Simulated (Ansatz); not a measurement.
## Electronic structure of CH2FLiO in real space

Input file:

```
crystal:
  periodic: [false, false, false]
  atoms:
    - symbol: C
      position_ang: [0.386028, 2.163373, -0.985868]
    - symbol: F
      position_ang: [0.443511, -0.641342, -0.836466]
    - symbol: Li
      position_ang: [1.445238, 0.128671, 0.168569]
    - symbol: O
      position_ang: [1.230195, 2.053864, -0.115092]
    - symbol: H
      position_ang: [-0.068022, 1.254260, -1.423583]
    - symbol: H
      position_ang: [0.084948, 3.170959, -1.327005]
basis:
  gaussian:
    orbitals: def2-TZVPD
total_charge: 0
magnetization:
  spin_polarized: false
hamiltonian:
  xc: pbe0
output: {forces: true, orbitals: {seedname: orbitals}}
```

Launched as:

```sh
ansatz run input.yaml --threads 2 --pin off --max-ram 4350MiB --events-out events.jsonl --progress --plain --runs-dir runs
```

Geometry: r2SCAN-D4/def2-TZVP.

All numbers below come from isolated molecule in a Gaussian basis; Kohn-Sham density functional theory, functional PBE0 (Ansatz).

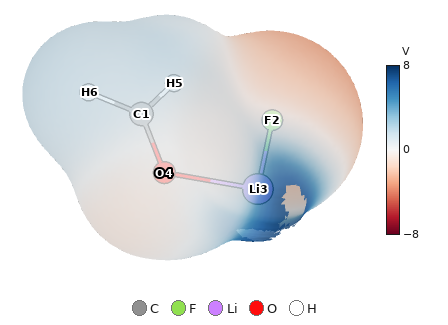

Figure 1. The molecular electrostatic potential painted on the density surface at 0.002 e/bohr³, seen at a tilt; the colour scale runs from red (negative) to blue (positive).

Question: Where is the surface potential most negative and most positive?

Answer: The most negative region (about −2.9 V) lies over F2, the most positive (about +7.2 V) over Li3.

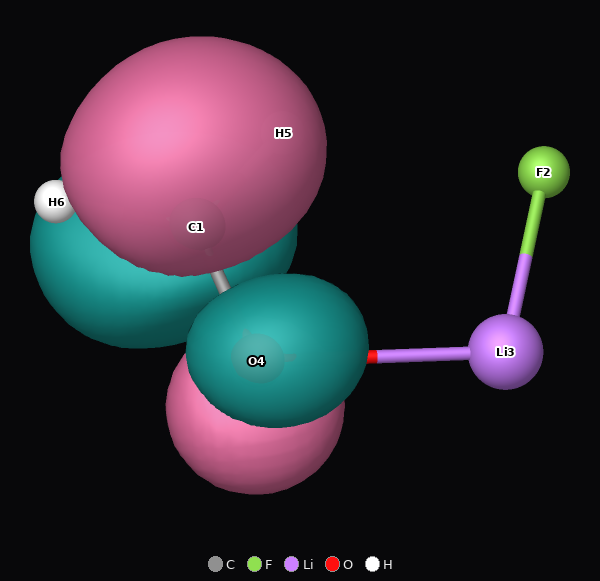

Figure 2. One frontier orbital at ±0.15 Å⁻³ᐟ² (teal and pink are the two phases), seen at a tilt.

Question: Which orbital is it: HOMO or LUMO?

Answer: The LUMO, at −2.03 eV. Its weight (Hirshfeld) is mainly on C1 (about 55 %), O4 (about 30 %), H6 (about 5 %) and H5 (about 5 %); it changes sign across the molecular plane (π type); π-antibonding (a node) across C1–O4.

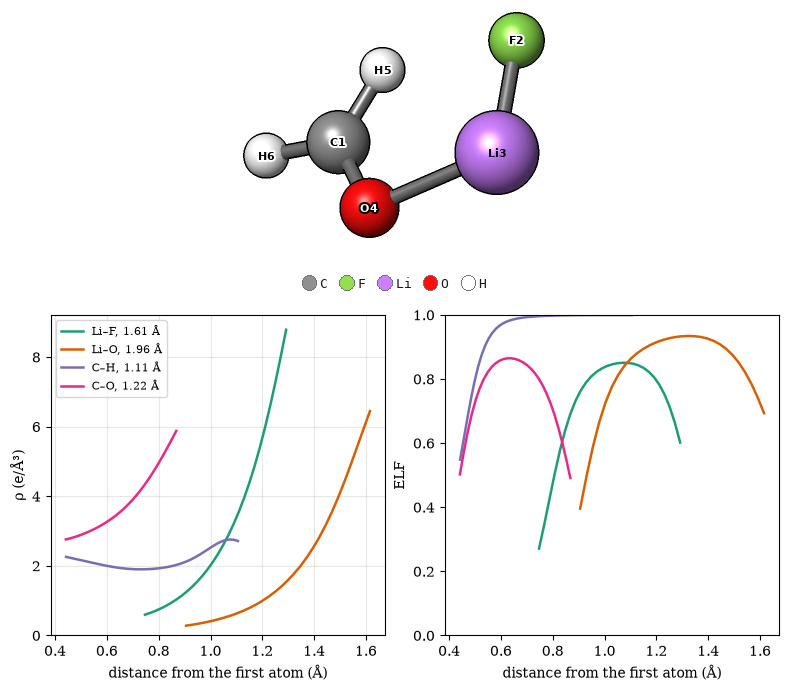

Figure 3. Total electron density and ELF along straight lines between neighbouring atoms. The curves leave out the atomic cores. The structure is drawn too.

Question: Compare the contacts.

Answer: Li–F (1.61 Å): the density is about 0.77 e/Å³ at the midpoint; the ELF peaks at about 0.85 in the valence shell of F, 0.5 Å from its nucleus, and falls to about 0.25 next to Li; an ionic contact with no shared pair.
Li–O (1.96 Å): the density is about 0.38 e/Å³ at the midpoint; the ELF peaks at about 0.95 in the valence shell of O, 0.6 Å from its nucleus, and falls to about 0.05 next to Li; an ionic contact with no shared pair.
C–H (1.11 Å): ρ at the midpoint is about 2.1 e/Å³; the ELF climbs to about 1 towards the hydrogen, as it does in any bond to H: an ordinary covalent bond to hydrogen.
C–O (1.22 Å): ρ at the midpoint is about 3.3 e/Å³; the ELF peaks at about 0.85 between the atoms; a multiple bond.

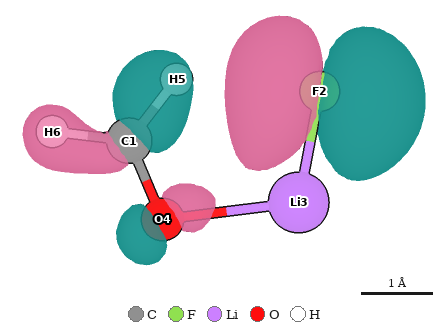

Figure 4. One frontier orbital at ±0.1 Å⁻³ᐟ² (teal and pink are the two phases), seen across its widest extent.

Question: Which orbital is it: HOMO or LUMO?

Answer: The HOMO, at −7.80 eV. It lies mainly on F2 (about 85 %); it is symmetric in the molecular plane (an in-plane orbital: σ, lone-pair or in-plane π type); largely a lone pair of F2.
